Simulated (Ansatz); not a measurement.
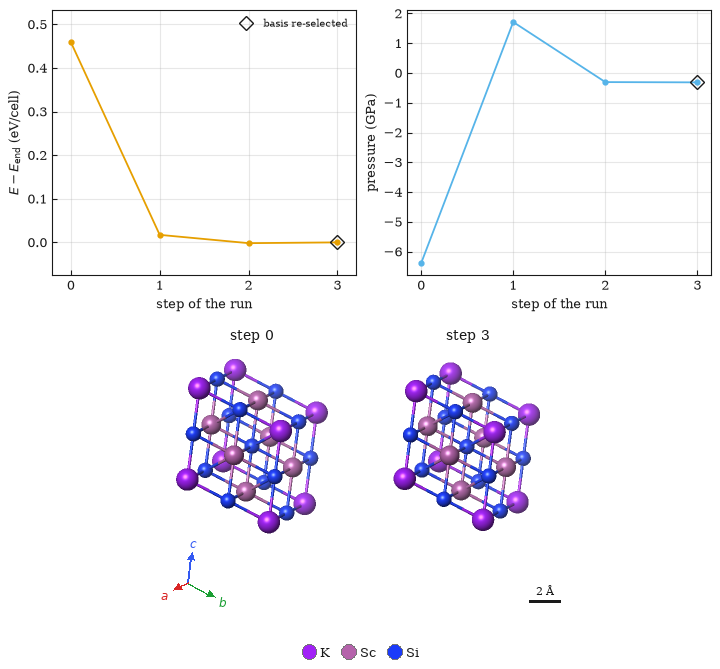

First and last geometry of a relaxation of crystalline KSc$_{3}$Si$_{4}$ (a generated structure, set up in Im-3m) (coarse preliminary run), with the history of the run. The picture is a ball-and-stick view of the cell of the calculation, seen slightly off an axis.

Method: DFT PBE, scalar-relativistic, plane waves, PAW in Ansatz.

Input file:
```yaml
crystal:
  lattice:
    - [-3.54954945, 3.54954945, 3.54954945]
    - [3.54954945, -3.54954945, 3.54954945]
    - [3.54954945, 3.54954945, -3.54954945]
  atoms:
    - { symbol: K, position: [0.0, 0.0, 0.0] }
    - { symbol: Sc, position: [0.5, 0.5, 0.0] }
    - { symbol: Sc, position: [0.5, 0.0, 0.5] }
    - { symbol: Sc, position: [0.0, 0.5, 0.5] }
    - { symbol: Si, position: [0.5, 0.5, 0.5] }
    - { symbol: Si, position: [0.0, 0.0, 0.5] }
    - { symbol: Si, position: [0.0, 0.5, 0.0] }
    - { symbol: Si, position: [0.5, 0.0, 0.0] }
basis:
  ecutwfc: 420
kpoints:
  mp_grid: { grid: [4, 4, 4] }
hamiltonian:
  xc: pbe
scf:
  occupations: { method: gaussian, width: 0.1 }
  lower_state_search: "off"
output:
  forces: true
  stress: true
  eigenvalues: true
relax:
  adjacent_minimum: "off"
  f_tol: 0.04
  max_steps: 70
  cell: { stress_tol: 0.4 }
```

Launched with:
```bash
ansatz run input.yaml --threads 1 --pin off --max-ram 2048MiB --backend cpu --events-out ev --progress --plain --runs-dir out
```

**Did the run converge, and what did it change?**

It converged. The atoms keep their places relative to the cell (all moves are under 0.005 Å). The drawn cell changes as follows: a = b = c 6.148 → 5.909 Å (−3.9 %); the volume changes by −11.2 %. Near-neighbour distances that change, for instance: K1–Sc2 3.550 → 3.411 Å, K1–Si5 3.074 → 2.954 Å, Sc2–Si5 3.074 → 2.954 Å. The space group stays Im-3m (No. 229). After 2 accepted moves (3 points after the start) the energy has fallen by 0.459 eV per cell of the calculation. All forces vanish by symmetry, so only the cell relaxes. Pressure: −6.39 GPa at the start and −0.31 GPa at the end. At 1 point the geometry stayed and the basis and grid were re-selected for the new cell (energy shift of 1.8 meV per cell of the calculation at most each time).

```
step  E − E(0), meV/atom  pressure, GPa  volume, Å³/atom                      note
   0                0.00          -6.39           22.361                          
   1              -55.26           1.71           19.271                          
   2              -57.64          -0.31           19.850                          
   3              -57.41          -0.31           19.850  same geometry, new basis
```
